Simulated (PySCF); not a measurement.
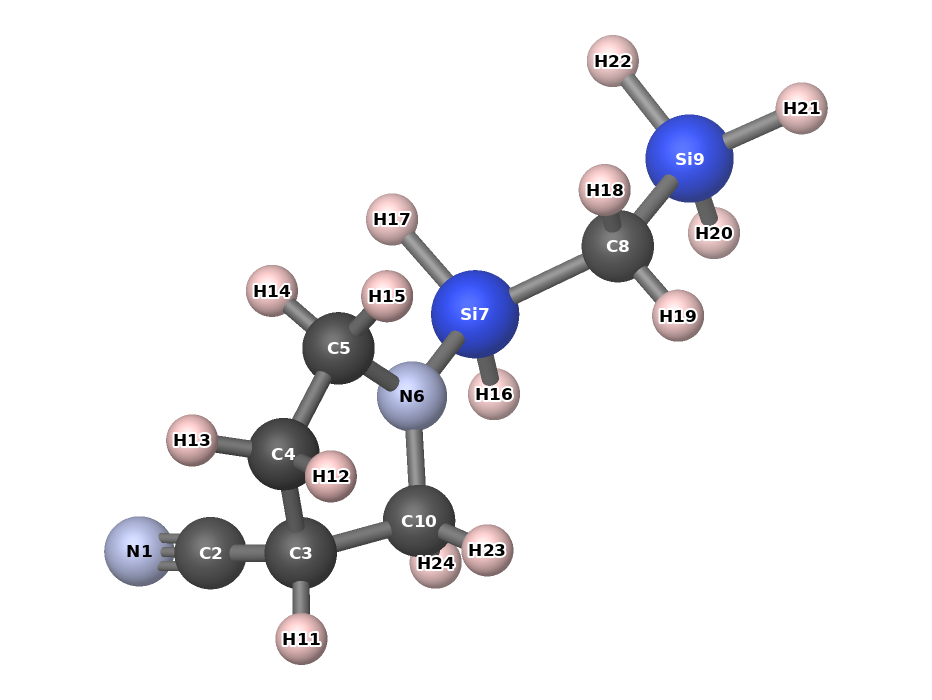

The geometry was computed by an optimisation with PBE0-D3(BJ)/def2-SVP. No frequency run is at hand to confirm it as a minimum. Method: GIAO PBE0/pcSseg-1 NMR shielding, non-relativistic, gas phase (PySCF 2.14.0), and the same with a continuum solvent (IEF-PCM, Bondi radii x 1.2, gas-phase geometry).

How do dipole (D), HOMO–LUMO gap (eV), σ(N1) (ppm), σ(C2) (ppm), σ(H11) (ppm) change in acetonitrile (ε = 35.7), water (ε = 78.4)?

| medium | dipole (D) | HOMO–LUMO gap (eV) | σ(N1) (ppm) | σ(C2) (ppm) | σ(H11) (ppm) |
| --- | --- | --- | --- | --- | --- |
| gas phase | 4.75 | 6.95 | −37.4 | 57.4 | 28.84 |
| acetonitrile | 6.43 | 6.86 | −14.0 | 50.9 | 28.35 |
| water | 6.48 | 6.85 | −13.4 | 50.7 | 28.33 |
